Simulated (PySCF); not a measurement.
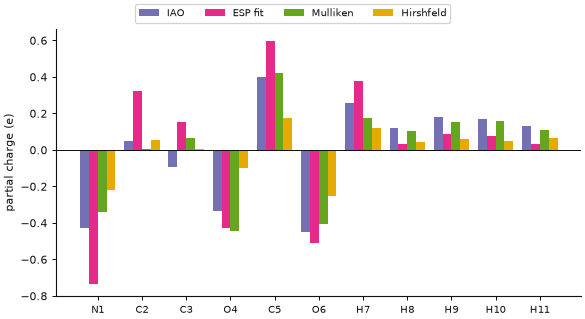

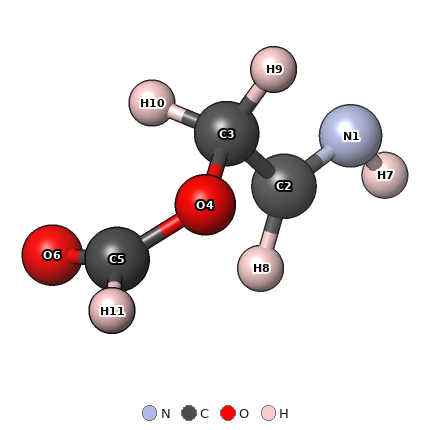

Atomic charges of C₃H₅NO₂, SMILES [H]/N=C/COC=O by 4 schemes, PBE0/pcSseg-1 with PySCF 2.14.0, at a GFN2-xTB geometry (no frequency check).

On which atom do the schemes disagree most?

Answer. On N1: IAO −0.43, ESP fit −0.74, Mulliken −0.34, Hirshfeld −0.22 e.

Which atom is the most negative in each scheme?

Answer. IAO: O6 (−0.45 e); ESP fit: N1 (−0.74 e); Mulliken: O4 (−0.44 e); Hirshfeld: O6 (−0.25 e).

Known limits of this run: the tight-binding geometry is rougher than a DFT one and adds to the error; one conformer of a flexible molecule.
